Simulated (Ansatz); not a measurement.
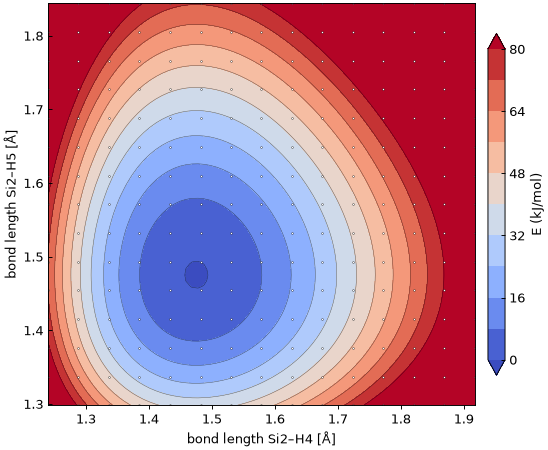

Energy landscape of CH3Si, SMILES [CH+]=[SiH2], charge +1. Coordinates scanned: (1) bond length Si2–H4; (2) bond length Si2–H5. Nothing is relaxed (all other coordinates rigid). The scan uses a 15 × 15 grid. Points are written as (first, second). All energies are given in kJ/mol relative to the lowest grid point. Computed with RKS r2SCAN-D4/def2-TZVP (Ansatz).

The picture shows filled contours, dots at the grid points, one colour for all values above the top of the scale. Between grid points the surface is interpolated. 

> Summarise what can be read from the map.

The lowest grid point is at (1.482 Å, 1.493 Å). It is the only kind of minimum in the scanned range. The highest grid point, (1.918 Å, 1.844 Å), lies 167 kJ/mol above the lowest. Round the minimum the contours are nearly round: the two directions are equally stiff and uncoupled.

The values on the grid:

```csv
"bond length Si2–H5 ↓, bond length Si2–H4 →",1.239,1.288,1.336,1.385,1.433,1.482,1.530,1.578,1.627,1.675,1.724,1.772,1.821,1.869,1.918
1.844,145,115,94,81,74,73,75,80,89,99,111,124,138,152,167
1.805,133,103,82,69,63,61,63,69,77,87,99,112,126,140,155
1.766,122,92,71,58,52,50,52,58,66,76,88,101,115,129,145
1.727,112,81,61,48,41,39,42,47,56,66,78,91,105,119,134
1.688,102,71,51,38,31,30,32,38,46,56,68,81,95,109,125
1.649,93,63,42,29,22,21,23,29,37,47,59,72,86,101,116
1.610,85,55,34,21,15,13,15,21,29,40,52,65,79,93,108
1.571,79,49,28,15,8,7,9,15,23,33,46,58,73,87,102
1.532,75,44,24,11,4,2,5,10,19,29,41,54,68,83,98
1.493,72,42,21,8,2,0,2,8,16,27,39,52,66,80,96
1.454,73,42,22,8,2,0,3,8,17,27,39,52,66,81,96
1.415,76,45,25,12,5,3,6,11,20,30,42,55,69,84,99
1.376,82,52,31,18,12,10,12,18,26,37,49,62,76,90,106
1.337,93,63,42,29,22,21,23,29,37,48,60,73,87,101,117
1.298,109,79,58,45,38,37,39,45,53,63,76,89,103,117,133
```

The input of one point:

```yaml
crystal:
  periodic: [false, false, false]
  atoms:
    - { symbol: C, position_ang: [0.453984, -0.771669, 0.554681] }
    - { symbol: Si, position_ang: [-0.282586, 0.479617, -0.345008] }
    - { symbol: H, position_ang: [0.921767, -1.56516, 1.124376] }
    - { symbol: H, position_ang: [-1.576667, 0.111855, -0.966643] }
    - { symbol: H, position_ang: [0.486723, 1.758898, -0.370568] }
total_charge: 1
basis:
  gaussian: { orbitals: def2-TZVP }
hamiltonian:
  xc: r2scan
  dispersion: d4
output:
  forces: true
```

Each point was launched as `ansatz run input.yaml --threads 1 --pin off --max-ram 2560MiB --backend cpu --events-out ev --progress --plain --runs-dir out`. Time for the 225 points that were run: 15 min on 1 thread of Arm Neoverse N1 (shared host).
